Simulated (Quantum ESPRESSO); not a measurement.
# How far to go with the SCF threshold: Pb (Fm-3m, 1 atom in the cell)

```yaml
crystal:
  lattice:
    - [-2.46758, 0.00000, 2.46758]
    - [0.00000, 2.46758, 2.46758]
    - [-2.46758, 2.46758, 0.00000]
  atoms:
    - { symbol: Pb, position: [0.00000, 0.00000, 0.00000] }
```

Level of theory: PBE, GBRV 1.5 ultrasoft (PBE) pseudopotentials (plane waves; Quantum ESPRESSO).

Base settings: ecutwfc = 40 Ry; ecutrho = 200 Ry; occupations = smearing; smearing = gaussian; degauss = 0.0073499 Ry; potentials = {Pb: pb_pbe_v1.uspp.F.UPF}; K_POINTS = automatic 12 12 12 0 0 0; conv_thr = 1e-10 Ry.

The mesh stays at the base's, so the ladder's end is converged at best in this setting alone.

Only quantities that move along the ladder and can be compared are tabulated.

The count of work is k-points × plane waves × bands × iterations; it is no time. 

The starting cell has typed, rounded lattice constants, without a prior relaxation at this level. Its lattice was rescaled by up to half a per cent.

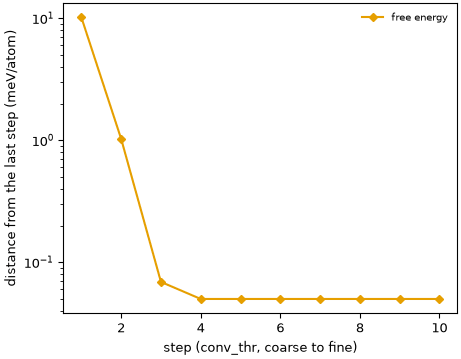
Figure. Distance from the last step along the ladder; very small values are drawn at a floor.

| conv_thr | free energy less the last step's (meV/atom) | pressure (GPa) | count of work / last |
|---|---|---|---|
| 0.0073 Ry | 10.19 | -31.17 | 0.12 |
| 0.00073 Ry | 1.03 | 11.33 | 0.25 |
| 7.3e-05 Ry | 0.07 | 2.30 | 0.38 |
| 7.3e-06 Ry | 0.00 | 2.97 | 0.50 |
| 7.3e-07 Ry | 0.00 | 2.97 | 0.50 |
| 7.3e-08 Ry | 0.00 | 2.97 | 0.50 |
| 7.3e-09 Ry | 0.00 | 3.01 | 0.62 |
| 7.3e-10 Ry | 0.00 | 3.00 | 0.75 |
| 1e-10 Ry | 0.00 | 3.00 | 0.75 |
| 7.3e-12 Ry | 0.00 | 3.00 | 0.88 |
| 7.3e-14 Ry | 0.00 | 3.00 | 1.0 |

Coarsest conv_thr that holds the free energy within 5 meV/atom of the last step, with all finer ones: 0.00073 Ry, at 0.25 of the last step's count of work; the step before is off by 10 meV/atom.

Coarsest conv_thr that holds the pressure within 0.1 GPa of the last step, with all finer ones: 7.3e-06 Ry; the step before is off by 0.70 GPa.
